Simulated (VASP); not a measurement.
Consider the following.

```
CELL_PARAMETERS angstrom
      1.27122    -2.20182     0.00000
      1.27122     2.20182     0.00000
      0.00000     0.00000     4.20502
ATOMIC_POSITIONS crystal
  B  0.66667 0.33333 0.50025
  B  0.33333 0.66667 0.00025
  N  0.66667 0.33333 0.87475
  N  0.33333 0.66667 0.37475
```

The numbers are results of SCAN meta-GGA, VASP's PBE PAW potentials (set 64) (plane waves; VASP), not measurements. Numerical set-up: 520 eV cut-off, 11×11×6 Γ-centred mesh, tetrahedra with Blöchl corrections, potentials B N.

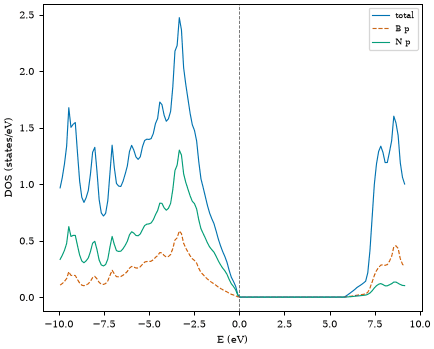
Figure. Total and projected density of states, zero at the valence-band maximum

Within 2 eV below the valence-band maximum the largest weight inside VASP's projection spheres is N p, then B p.

The gap is indirect, 5.71 eV, from the valence maximum at Γ to the conduction minimum at K.

The compound is BN in the wurtzite structure, a metastable high-pressure form. It was relaxed first.
